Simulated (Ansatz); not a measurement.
# Nudged elastic band, with input and output: SiNH₄F

The run: nudged elastic band of SiNH₄F. Method and program: RKS r2SCAN-D4/6-31G* (Ansatz 0.2.0).

It belongs to a series of runs on one base structure; here: band between the two ends. Figures and captions count atoms from 1; the log counts them from 0 in places.

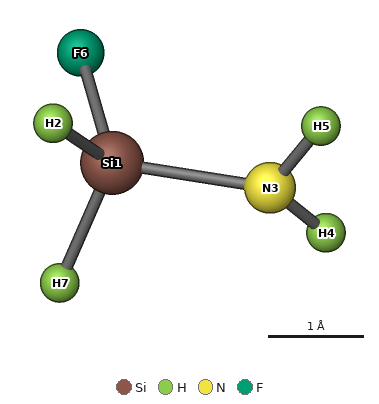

The starting structure (ball-and-stick view, seen at a tilt; atoms are numbered from 1 in the order of the input).

### Summary

```csv
quantity,value
outcome,converged
"barrier, forward",3.197 eV
"barrier, backward",1.452 eV
hardware,"1 thread of AMD EPYC (Zen 3), 192 GiB of memory available, shared host"
wall time,4.8 min
peak memory,0.12 GiB
```

The order of the saddle point was not checked.

### Input file
```yaml
crystal:
  periodic: [false, false, false]
  atoms:
    - { symbol: Si, position_ang: [0.233217, 0.01248, 0.305933] }
    - { symbol: H, position_ang: [-0.13218, 0.347224, 1.703966] }
    - { symbol: "N", position_ang: [1.935666, -0.139041, 0.250798] }
    - { symbol: H, position_ang: [2.399046, -0.549659, -0.550203] }
    - { symbol: H, position_ang: [2.535202, 0.530476, 0.716888] }
    - { symbol: F, position_ang: [-0.3903, 1.174855, -0.630546] }
    - { symbol: H, position_ang: [-0.34005, -1.270335, -0.169335] }
basis:
  gaussian: { orbitals: "6-31G*" }
hamiltonian:
  xc: r2scan
  dispersion: d4
neb:
  order_check: false
  images: 9
  f_tol: 0.05
  max_iterations: 60
  final_atoms:
    - { symbol: Si, position_ang: [-0.47424772, -0.31646359, 0.13809582] }
    - { symbol: H, position_ang: [1.58524605, 0.40417879, 1.63807853] }
    - { symbol: "N", position_ang: [1.50532606, 0.00430539, 0.70380459] }
    - { symbol: H, position_ang: [2.07226934, -0.84351144, 0.66780541] }
    - { symbol: H, position_ang: [1.88729377, 0.67673043, 0.03606377] }
    - { symbol: F, position_ang: [-0.47981084, 1.22642538, -0.4726959] }
    - { symbol: H, position_ang: [0.14452433, -1.04566496, -1.08365121] }
  initial_path:
    images:
      - { positions_ang: [[0.233217, 0.01248, 0.305933], [-0.13218, 0.347224, 1.703966], [1.935666, -0.139041, 0.250798], [2.399046, -0.549659, -0.550203], [2.535202, 0.530476, 0.716888], [-0.3903, 1.174855, -0.630546], [-0.34005, -1.270335, -0.169335]] }
      - { positions_ang: [[0.1866448, 0.011274, 0.2444087], [0.05780233, 0.27346709, 1.65173563], [1.93894861, -0.11279717, 0.30444098], [2.40891027, -0.62446635, -0.37562928], [2.51935722, 0.60674954, 0.64632008], [-0.4611169, 1.20289486, -0.60624071], [-0.40994533, -1.25112197, -0.2375344]] }
      - { positions_ang: [[0.14007259, 0.01006801, 0.18288439], [0.24778467, 0.19971018, 1.59950526], [1.94223121, -0.08655334, 0.35808395], [2.41877454, -0.6992737, -0.20105556], [2.50351245, 0.68302308, 0.57575217], [-0.5319338, 1.23093471, -0.58193542], [-0.47984066, -1.23190894, -0.3057338]] }
      - { positions_ang: [[0.09350039, 0.00886201, 0.12136009], [0.437767, 0.12595328, 1.5472749], [1.94551382, -0.0603095, 0.41172693], [2.42863881, -0.77408106, -0.02648184], [2.48766767, 0.75929662, 0.50518425], [-0.60275069, 1.25897457, -0.55763012], [-0.54973599, -1.21269592, -0.3739332]] }
      - { positions_ang: [[0.04692818, 0.00765602, 0.05983579], [0.62774934, 0.05219637, 1.49504453], [1.94879643, -0.03406567, 0.46536991], [2.43850308, -0.84888841, 0.14809188], [2.47182289, 0.83557016, 0.43461633], [-0.67356759, 1.28701442, -0.53332483], [-0.61963132, -1.19348289, -0.4421326]] }
      - { positions_ang: [[0.00035598, 0.00645002, -0.00168852], [0.81773167, -0.02156054, 1.44281416], [1.95207903, -0.00782184, 0.51901289], [2.44836734, -0.92369576, 0.3226656], [2.45597812, 0.9118437, 0.36404841], [-0.74438449, 1.31505428, -0.50901954], [-0.68952666, -1.17426986, -0.510332]] }
      - { positions_ang: [[-0.09456476, -0.0581327, 0.02626835], [0.97123455, 0.06358733, 1.48186703], [1.86272844, -0.0053964, 0.55597123], [2.37314774, -0.90765889, 0.39169356], [2.34224125, 0.86482104, 0.29845149], [-0.69146976, 1.2973285, -0.50175481], [-0.52271646, -1.14854888, -0.62499584]] }
      - { positions_ang: [[-0.1894855, -0.12271542, 0.05422522], [1.12473742, 0.14873519, 1.52091991], [1.77337784, -0.00297095, 0.59292957], [2.29792814, -0.89162203, 0.46072152], [2.22850438, 0.81779839, 0.23285456], [-0.63855503, 1.27960272, -0.49449009], [-0.35590626, -1.1228279, -0.73965968]] }
      - { positions_ang: [[-0.28440624, -0.18729815, 0.08218208], [1.2782403, 0.23388306, 1.55997278], [1.68402725, -0.0005455, 0.62988791], [2.22270854, -0.87558516, 0.52974948], [2.11476751, 0.77077574, 0.16725763], [-0.5856403, 1.26187694, -0.48722536], [-0.18909606, -1.09710692, -0.85432353]] }
      - { positions_ang: [[-0.37932698, -0.25188087, 0.11013895], [1.43174317, 0.31903092, 1.59902566], [1.59467666, 0.00187994, 0.66684625], [2.14748894, -0.8595483, 0.59877745], [2.00103064, 0.72375308, 0.1016607], [-0.53272557, 1.24415116, -0.47996063], [-0.02228587, -1.07138594, -0.96898737]] }
      - { positions_ang: [[-0.47424772, -0.31646359, 0.13809582], [1.58524605, 0.40417879, 1.63807853], [1.50532606, 0.00430539, 0.70380459], [2.07226934, -0.84351144, 0.66780541], [1.88729377, 0.67673043, 0.03606377], [-0.47981084, 1.22642538, -0.4726959], [0.14452433, -1.04566496, -1.08365121]] }
```

Command:
```bash
ansatz run input.yaml --threads 1 --pin off --max-ram 2048MiB --backend cpu --events-out ev --progress --plain --runs-dir out
```

### The program's output
```
Engine: ansatz 0.2.0, x86_64-unknown-linux-gnu
Functional definition: r2SCAN
  parameter k0 = 0.174
  parameter k1 = 0.065
  parameter a1 = 4.9479
  exchange = r2scan_x(k0 = k0, k1 = k1, a1 = a1)
  correlation = r2scan_c
694 factors; their error is unknown
mean field evaluation 1: about -12142.1395 eV, gradient 5.9e1 eV
mean field evaluation 2: about -12129.3740 eV, gradient 9.3e1 eV
mean field evaluation 4: about -12148.4976 eV, gradient 5.4e0 eV
mean field evaluation 8: about -12148.5439 eV, gradient 3.4e-2 eV
mean field -12148.49508859 eV, -446.4489599599 hartree, gradient 7.0e-5 eV, S^2 0.000000; 0 other end points of the search recorded, 0 dependent functions left out
the calculation of the forces begins
reference -12148.49509764 eV, -446.4489602925 hartree; 17, 17 occupied and 40, 40 virtual orbitals, 694 factors
694 factors; their error is unknown
mean field evaluation 16: about -12141.9586 eV, gradient 5.2e1 eV
mean field evaluation 32: about -12146.7485 eV, gradient 4.4e-6 eV
mean field -12146.74851810 eV, -446.3847746783 hartree, gradient 4.4e-6 eV, S^2 0.000000; 0 other end points of the search recorded, 0 dependent functions left out
[... from here on the field's lines of each further geometry are left out, up to the last ...]
NEB iter   1: max|band force component| = 7.646e0 eV/Å  barrier→ = 4.5905 eV  barrier← = 2.8453 eV  Δτ_max = 0.1957 Å  (280 SCF iters)
NEB iter   2: max|band force component| = 3.571e0 eV/Å  barrier→ = 3.6830 eV  barrier← = 1.9378 eV  Δτ_max = 0.2000 Å  (283 SCF iters)
NEB iter   3: max|band force component| = 2.024e0 eV/Å  barrier→ = 3.3874 eV  barrier← = 1.6422 eV  Δτ_max = 0.1327 Å  (265 SCF iters)
NEB iter   4: max|band force component| = 8.368e-1 eV/Å  barrier→ = 3.2042 eV  barrier← = 1.4590 eV  Δτ_max = 0.1278 Å  (246 SCF iters)
NEB iter   5: max|band force component| = 1.005e0 eV/Å  barrier→ = 3.1383 eV  barrier← = 1.3931 eV  Δτ_max = 0.0648 Å  (247 SCF iters)
NEB iter   6: max|band force component| = 6.934e-1 eV/Å  barrier→ = 3.2195 eV  barrier← = 1.4743 eV  Δτ_max = 0.1291 Å  (247 SCF iters)
NEB iter   7: max|band force component| = 1.359e0 eV/Å  barrier→ = 3.2719 eV  barrier← = 1.5267 eV  Δτ_max = 0.0646 Å  (246 SCF iters)
NEB iter   8: max|band force component| = 8.013e-1 eV/Å  barrier→ = 3.2269 eV  barrier← = 1.4817 eV  Δτ_max = 0.0645 Å  (249 SCF iters)
NEB iter   9: max|band force component| = 8.402e-1 eV/Å  barrier→ = 3.1649 eV  barrier← = 1.4197 eV  CI = image 5  Δτ_max = 0.0642 Å  (247 SCF iters)
NEB iter  10: max|band force component| = 3.920e-1 eV/Å  barrier→ = 3.2132 eV  barrier← = 1.4680 eV  CI = image 5  Δτ_max = 0.0895 Å  (250 SCF iters)
NEB iter  11: max|band force component| = 3.856e-1 eV/Å  barrier→ = 3.2110 eV  barrier← = 1.4658 eV  CI = image 5  Δτ_max = 0.0473 Å  (246 SCF iters)
NEB iter  12: max|band force component| = 1.621e-1 eV/Å  barrier→ = 3.2011 eV  barrier← = 1.4559 eV  CI = image 5  Δτ_max = 0.0651 Å  (252 SCF iters)
NEB iter  13: max|band force component| = 9.665e-2 eV/Å  barrier→ = 3.1976 eV  barrier← = 1.4524 eV  CI = image 5  Δτ_max = 0.0176 Å  (246 SCF iters)
NEB iter  14: max|band force component| = 6.782e-2 eV/Å  barrier→ = 3.1973 eV  barrier← = 1.4521 eV  CI = image 5  Δτ_max = 0.0299 Å  (241 SCF iters)
the calculation of the forces begins
reference -12146.72956433 eV, -446.3840781401 hartree; 17, 17 occupied and 40, 40 virtual orbitals, 694 factors
694 factors; their error is unknown
mean field evaluation 1216: about -12144.1888 eV, gradient 1.9e1 eV
mean field -12145.29748409 eV, -446.3314501620 hartree, gradient 8.1e-6 eV, S^2 0.000000; 1 other end points of the search recorded, 0 dependent functions left out
the calculation of the forces begins
reference -12145.29749264 eV, -446.3314504761 hartree; 17, 17 occupied and 40, 40 virtual orbitals, 694 factors
NEB iter  15: max|band force component| = 1.653e-2 eV/Å  barrier→ = 3.1973 eV  barrier← = 1.4521 eV  CI = image 5  Δτ_max = 0.0000 Å  (466 SCF iters)
```

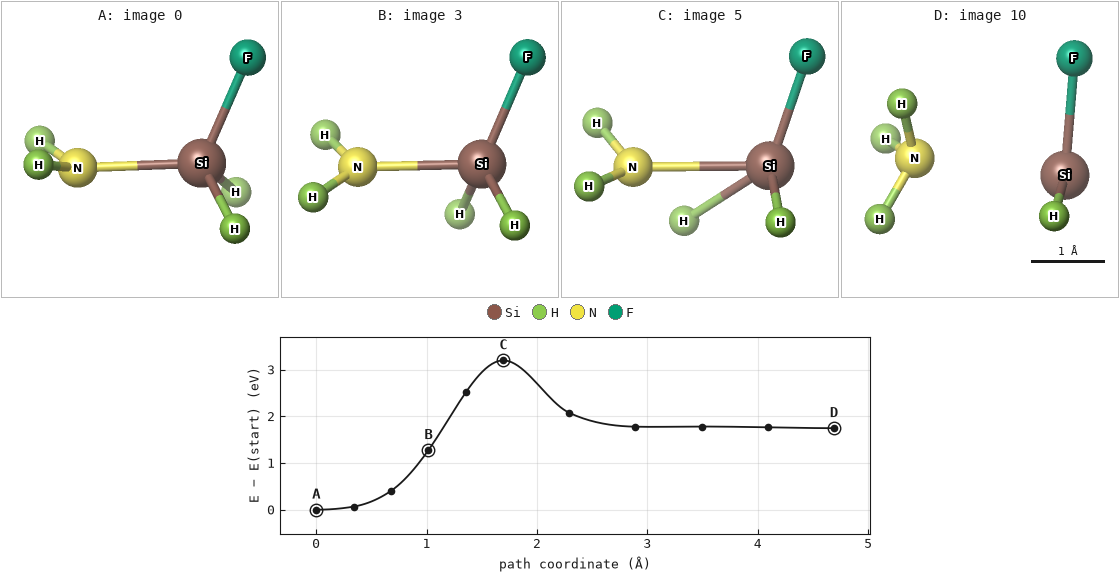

Images of the last band (counted from 0; ball-and-stick, seen at a tilt) above the energy along the path; the line is a cubic interpolation that uses the forces. The highest image is number 5, 3.197 eV above the start and 1.452 eV above the end (the climbing image); the end lies 1.745 eV above the start. The path is 4.69 Å long. The band converged in 15 iterations.

```
Total energy: -12145.31938206 eV, -446.3322548975 hartree
Atom 0 at    -0.146954     0.154075     0.294899 Å, force    -0.005675     0.004596     0.000007 eV/Å
Atom 1 at     0.940415    -0.097477     1.521934 Å, force     0.001849     0.002348    -0.001727 eV/Å
Atom 2 at     1.725017    -0.043374     0.414421 Å, force     0.000548    -0.009690     0.000930 eV/Å
Atom 3 at     2.299826    -0.752932    -0.050651 Å, force     0.006800     0.000630    -0.000426 eV/Å
Atom 4 at     2.280330     0.775187     0.654592 Å, force    -0.003208     0.003077     0.000100 eV/Å
Atom 5 at    -0.484328     1.256183    -0.855810 Å, force     0.000858    -0.001277     0.001913 eV/Å
Atom 6 at    -0.373704    -1.185662    -0.351884 Å, force    -0.001172     0.000317    -0.000798 eV/Å
Dipole moment:     0.675196    -0.180283     0.096772 e Å
this run last wrote the band of iteration 15 to [file]
```

### The last band as extended XYZ (Å, eV, eV/Å)
```
7
Properties=species:S:1:pos:R:3:forces:R:3 image=0 energy=-12148.51664
Si    0.2332    0.0125    0.3059   -0.0026   0.0004  -0.0009
H    -0.1322    0.3472    1.7040   -0.0006  -0.0010   0.0011
N     1.9357   -0.1390    0.2508    0.0006  -0.0006   0.0006
H     2.3990   -0.5497   -0.5502    0.0008  -0.0017  -0.0002
H     2.5352    0.5305    0.7169    0.0000   0.0014  -0.0011
F    -0.3903    1.1749   -0.6305    0.0004   0.0023   0.0000
H    -0.3401   -1.2703   -0.1693    0.0014  -0.0008   0.0006
7
Properties=species:S:1:pos:R:3:forces:R:3 image=1 energy=-12148.45084
Si    0.2228    0.0222    0.2729    0.0369  -0.0149   0.0441
H    -0.0211    0.2874    1.7100   -0.3393   0.1272  -0.0056
N     1.9179   -0.0570    0.1642    0.0422  -0.0342   0.0177
H     2.4567   -0.7149   -0.3762    0.0171   0.0678  -0.1891
H     2.4847    0.6025    0.6788    0.1417  -0.0822  -0.0106
F    -0.4580    1.2095   -0.5879    0.0276  -0.0181   0.0812
H    -0.3624   -1.2437   -0.2343    0.0738  -0.0456   0.0624
7
Properties=species:S:1:pos:R:3:forces:R:3 image=2 energy=-12148.11349
Si    0.1932    0.0361    0.2407    0.3780  -0.1902   0.0122
H     0.2209    0.2046    1.7128   -1.2675   0.5330   0.1191
N     1.8827   -0.0326    0.1479    0.2751   0.0605  -0.4073
H     2.4471   -0.7670   -0.2347    0.2889   0.0180  -0.3882
H     2.3857    0.6616    0.6831    0.2974  -0.2507   0.0271
F    -0.4729    1.2162   -0.6496    0.0122  -0.0731   0.4914
H    -0.4160   -1.2128   -0.2727    0.0159  -0.0975   0.1457
7
Properties=species:S:1:pos:R:3:forces:R:3 image=3 energy=-12147.24143
Si    0.1209    0.0755    0.2377    1.1976  -0.4765  -0.2069
H     0.4685    0.1032    1.6886   -2.3314   0.9769   0.6589
N     1.8256   -0.0448    0.2283    0.5390   0.0551  -0.9366
H     2.3905   -0.7730   -0.1557    0.5340  -0.0073  -0.6785
H     2.3288    0.7088    0.6778    0.2990  -0.3410   0.0968
F    -0.4729    1.2292   -0.7484   -0.0517  -0.1361   0.8367
H    -0.4208   -1.1928   -0.3009   -0.1864  -0.0712   0.2295
7
Properties=species:S:1:pos:R:3:forces:R:3 image=4 energy=-12146.00243
Si    0.0009    0.1204    0.2634    1.4968  -0.4313  -0.2277
H     0.7083   -0.0043    1.6234   -2.2593   0.8134   1.0164
N     1.7706   -0.0486    0.3177    0.4727  -0.0187  -1.0528
H     2.3386   -0.7654   -0.0997    0.4503   0.0215  -0.6812
H     2.2999    0.7436    0.6659    0.1667  -0.2504   0.0981
F    -0.4765    1.2460   -0.8173   -0.1054  -0.0937   0.6221
H    -0.4012   -1.1856   -0.3260   -0.2219  -0.0407   0.2252
7
Properties=species:S:1:pos:R:3:forces:R:3 image=5 energy=-12145.31937
Si   -0.1470    0.1541    0.2949   -0.0057   0.0046   0.0000
H     0.9404   -0.0975    1.5219    0.0018   0.0023  -0.0017
N     1.7250   -0.0434    0.4144    0.0005  -0.0097   0.0009
H     2.2998   -0.7529   -0.0507    0.0068   0.0006  -0.0004
H     2.2803    0.7752    0.6546   -0.0032   0.0031   0.0001
F    -0.4843    1.2562   -0.8558    0.0009  -0.0013   0.0019
H    -0.3737   -1.1857   -0.3519   -0.0012   0.0003  -0.0008
7
Properties=species:S:1:pos:R:3:forces:R:3 image=6 energy=-12146.44294
Si   -0.4035    0.1872    0.2874   -0.5504   0.1278   0.0006
H     1.3690   -0.2796    1.4929    0.9262  -0.3681  -0.0540
N     1.6476    0.0032    0.5441   -0.1757   0.0558   0.2751
H     2.2147   -0.6950    0.0501   -0.2372   0.0241   0.2179
H     2.1953    0.8574    0.6469   -0.1231   0.1079  -0.0571
F    -0.4580    1.2208   -0.9808    0.1266  -0.0125  -0.2891
H    -0.3244   -1.1879   -0.4130    0.0336   0.0650  -0.0935
7
Properties=species:S:1:pos:R:3:forces:R:3 image=7 energy=-12146.73927
Si   -0.5002    0.1465    0.2399   -0.0218   0.0017   0.0002
H     1.6825   -0.3864    1.5756    0.0697  -0.0258   0.0113
N     1.5495    0.0293    0.6541   -0.0265   0.0035   0.0175
H     2.0832   -0.5116   -0.0274   -0.0300   0.0260  -0.0212
H     1.9383    0.9725    0.6793   -0.0362   0.0087   0.0013
F    -0.1847    1.1005   -1.0738    0.0604  -0.0118  -0.0165
H    -0.3280   -1.2448   -0.4202   -0.0155  -0.0022   0.0074
7
Properties=species:S:1:pos:R:3:forces:R:3 image=8 energy=-12146.73580
Si   -0.5184   -0.0370    0.2086   -0.0011  -0.0037  -0.0028
H     1.7189   -0.1093    1.6925    0.0010   0.0030  -0.0006
N     1.5254    0.0160    0.6998   -0.0017  -0.0022  -0.0017
H     2.0937   -0.6433    0.1691   -0.0003  -0.0012   0.0023
H     1.8063    0.9606    0.4327    0.0014   0.0013  -0.0009
F    -0.2019    1.1724   -0.8853    0.0010   0.0002   0.0033
H    -0.1835   -1.2533   -0.6899   -0.0003   0.0026   0.0004
7
Properties=species:S:1:pos:R:3:forces:R:3 image=9 energy=-12146.75247
Si   -0.5051   -0.1909    0.1756    0.0003  -0.0080   0.0006
H     1.6646    0.1605    1.7102   -0.0019   0.0182  -0.0001
N     1.5125    0.0105    0.7140    0.0003  -0.0030  -0.0005
H     2.0959   -0.7674    0.4082   -0.0020  -0.0122   0.0158
H     1.8044    0.8507    0.2109    0.0029  -0.0099  -0.0176
F    -0.3333    1.2204   -0.6858   -0.0080   0.0072   0.0159
H     0.0016   -1.1779   -0.9056    0.0084   0.0077  -0.0140
7
Properties=species:S:1:pos:R:3:forces:R:3 image=10 energy=-12146.77144
Si   -0.4742   -0.3165    0.1381    0.0178  -0.0027  -0.0129
H     1.5852    0.4042    1.6381    0.0071   0.0110  -0.0013
N     1.5053    0.0043    0.7038    0.0082  -0.0224  -0.0090
H     2.0723   -0.8435    0.6678   -0.0151  -0.0008   0.0118
H     1.8873    0.6767    0.0361   -0.0130   0.0122   0.0013
F    -0.4798    1.2264   -0.4727   -0.0001   0.0005   0.0066
H     0.1445   -1.0457   -1.0837   -0.0050   0.0023   0.0034
```
